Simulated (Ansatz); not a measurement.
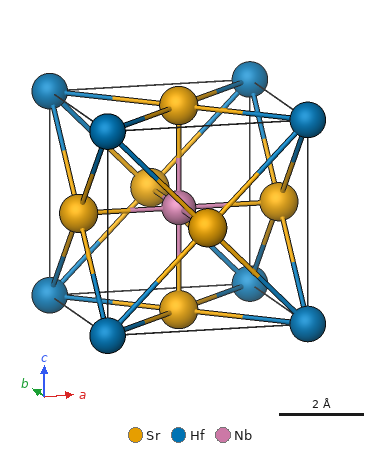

Starting structure of a crystal of Sr3HfNb (built on the cubic perovskite type) (coarse preliminary run). Style: ball-and-stick. Shown: the cell of the calculation, slightly off an axis.

Case: cubic perovskite type (Pm-3m, No. 221).

Computed with DFT PBE, scalar-relativistic, plane waves, PAW in Ansatz 0.2.0.

The input:
```yaml
crystal:
  lattice:
    - [5.0165995241, 0.0, 0.0]
    - [0.0, 5.0165995241, 0.0]
    - [0.0, 0.0, 5.0165995241]
  atoms:
    - { symbol: Sr, position: [0.0, 0.5, 0.5] }
    - { symbol: Sr, position: [0.5, 0.0, 0.5] }
    - { symbol: Sr, position: [0.5, 0.5, 0.0] }
    - { symbol: Hf, position: [0.0, 0.0, 0.0] }
    - { symbol: Nb, position: [0.5, 0.5, 0.5] }
basis:
  ecutwfc: 420
kpoints:
  mp_grid: { grid: [4, 4, 4] }
hamiltonian:
  xc: pbe
scf:
  occupations: { method: gaussian, width: 0.1 }
  lower_state_search: "off"
output:
  forces: true
  stress: true
  eigenvalues: true
relax:
  adjacent_minimum: "off"
  f_tol: 0.04
  max_steps: 70
  cell: { stress_tol: 0.4 }
```

Run as
```bash
ansatz run input.yaml --threads 1 --pin off --max-ram 2560MiB --backend cpu --events-out ev --progress --plain --runs-dir out
```

What does the optimiser find from here?

The energy falls by 640 meV per atom in 5 accepted moves (7 points after the start). All forces vanish by symmetry, so only the cell relaxes. The pressure goes from 20.63 to 0.09 GPa. At 2 points the geometry stayed and the basis and grid were re-selected for the new cell (energy shift of 7.1 meV per atom at most each time). The atoms keep their places relative to the cell (all moves are under 0.005 Å). The drawn cell changes as follows: a = b = c 5.017 → 5.773 Å (+15.1 %); the volume changes by +52.4 %. Near-neighbour distances that change, for instance: Sr1–Hf4 3.547 → 4.082 Å, Sr1–Sr2 3.547 → 4.082 Å, Sr1–Nb5 2.508 → 2.886 Å. The space group stays Pm-3m (No. 221). Cost: 31 s on 1 thread of Arm Neoverse V2, on a shared host, peak memory 0.46 GiB.

The structure at the end:

```
Sr Hf Nb
1.0
     5.77277    0.00000    0.00000
     0.00000    5.77277    0.00000
     0.00000    0.00000    5.77277
Sr Hf Nb
3 1 1
Direct
  0.00000 0.50000 0.50000
  0.50000 0.00000 0.50000
  0.50000 0.50000 0.00000
  0.00000 0.00000 0.00000
  0.50000 0.50000 0.50000
```

After the run, drawn alike:

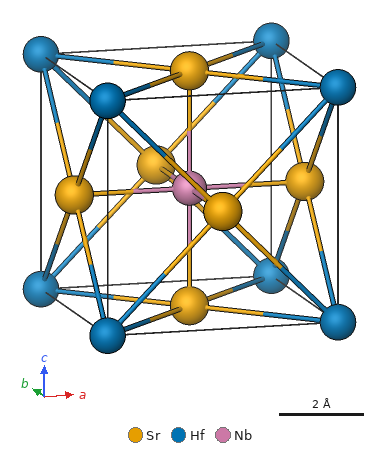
